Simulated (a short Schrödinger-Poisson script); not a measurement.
System: MOS inversion layer, SiO2 on p-type InP, at 300 K.

| layer | material | thickness (nm) | Na (cm⁻³) |
|---|---|---|---|
| 1 | SiO2 | 2.8 | - |
| 2 | InP | 1100 | 1.9e17 |

Constants are typed, rounded textbook-type inputs, not results; the design itself was drawn at random and stands for no fabricated device. SiO2: permittivity 3.9, conduction-band edge (eV) 3.48, gap (eV) 9, electron mass (mₑ) 0.5. InP: permittivity 12.5, conduction-band edge (eV) 0, gap (eV) 1.344, Nv at 300 K (cm⁻³) 1.1e19.

Channel valleys (confinement mass, in-plane density-of-states mass, number): Γ 0.08, 0.08, 1. At the gate the conduction-band edge of layer 1 lies 4.09 eV − eVg above the Fermi level of the channel; the field vanishes at the back. Gaps are held at their typed values at every temperature. Mesh 0.03 nm at interfaces.

From a short Schrödinger-Poisson script (our own, NumPy): 1D Poisson equation in equilibrium, electrons quantum, Hartree (BenDaniel-Duke, 12 states a valley, the channel's in-plane mass for all, wave functions free to enter the dielectric), parabolic valleys, classical holes, full ionisation, no traps, pinning or gate leakage.

Only gate voltages with over 1e8 electrons/cm² are shown.

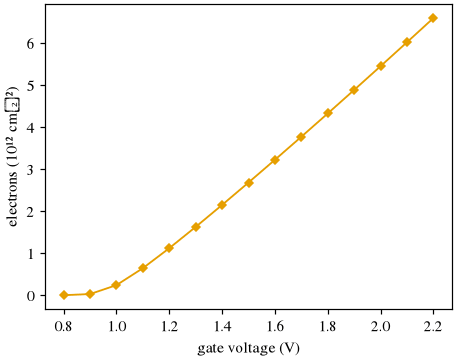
*Sheet density against gate voltage*

| Vg (V) | electrons (cm⁻²) | C (μF/cm²) | Γ E0 (meV) | Γ E1 (meV) |
|---|---|---|---|---|
| 0.8 | 1.12e9 | 0.115 | 172.1 | 285.8 |
| 0.9 | 2.86e10 | 0.225 | 88.0 | 204.9 |
| 1 | 2.41e11 | 0.581 | 29.6 | 150.2 |
| 1.1 | 6.45e11 | 0.745 | -2.2 | 122.3 |
| 1.2 | 1.12e12 | 0.808 | -24.6 | 104.0 |
| 1.3 | 1.63e12 | 0.839 | -43.4 | 89.3 |
| 1.4 | 2.15e12 | 0.858 | -60.6 | 76.2 |
| 1.5 | 2.68e12 | 0.872 | -76.8 | 64.1 |
| 1.6 | 3.22e12 | 0.882 | -92.5 | 52.7 |
| 1.7 | 3.77e12 | 0.892 | -107.7 | 42.0 |
| 1.8 | 4.32e12 | 0.900 | -122.4 | 31.9 |
| 1.9 | 4.88e12 | 0.908 | -136.8 | 22.5 |
| 2 | 5.45e12 | 0.915 | -150.8 | 13.8 |
| 2.1 | 6.02e12 | 0.922 | -164.4 | 5.6 |
| 2.2 | 6.59e12 | 0.928 | -177.8 | -2.1 |

Subbands count from the Fermi level.

Above a few 1e12 electrons/cm² a light Γ valley is non-parabolic and upper valleys begin to fill, which the model leaves out.
